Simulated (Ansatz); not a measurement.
GaSb (space group F-43m, No. 216). Coordinates: the end point of a relaxation with Ansatz, DFT, HSE06, plane waves, PAW.

```cif
data_structure
_symmetry_space_group_name_H-M 'F-43m'
_symmetry_Int_Tables_number 216
_cell_length_a 6.1472
_cell_length_b 6.1472
_cell_length_c 6.1472
_cell_angle_alpha 90.000
_cell_angle_beta 90.000
_cell_angle_gamma 90.000
_cell_volume 232.29
loop_
_atom_site_label
_atom_site_type_symbol
_atom_site_symmetry_multiplicity
_atom_site_Wyckoff_symbol
_atom_site_fract_x
_atom_site_fract_y
_atom_site_fract_z
_atom_site_occupancy
Ga1 Ga 4 a 0.00000 0.00000 0.00000 1
Sb1 Sb 4 d 0.25000 0.25000 0.75000 1
```

Describe the stacking along [111], with columns A (0, 0), B (1/3, 2/3), C (2/3, 1/3) of the hexagonal mesh spanned by (a − b)/2 and (b − c)/2.

Ga(A) – Sb(B) – Ga(B) – Sb(C) – Ga(C) – Sb(A) (six layers in 10.65 Å).

Sb layers alone: BCA, the cubic close-packed type.

Ga: three tetrahedral sites in each hexagonal cell.

Polytype symbol 3C, the symbol of a tetrahedral polytype (number of double layers in the repeat and lattice).

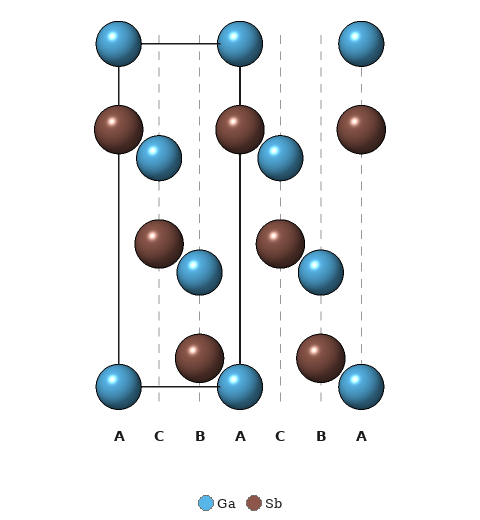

Projection along an edge of the hexagonal mesh, stacking direction [111] upwards. The dashed lines mark the three columns A (0, 0), B (1/3, 2/3) and C (2/3, 1/3). The box is the hexagonal cell of the face-centred cubic lattice. The sequence starts with the first layer at or above the cell's origin.
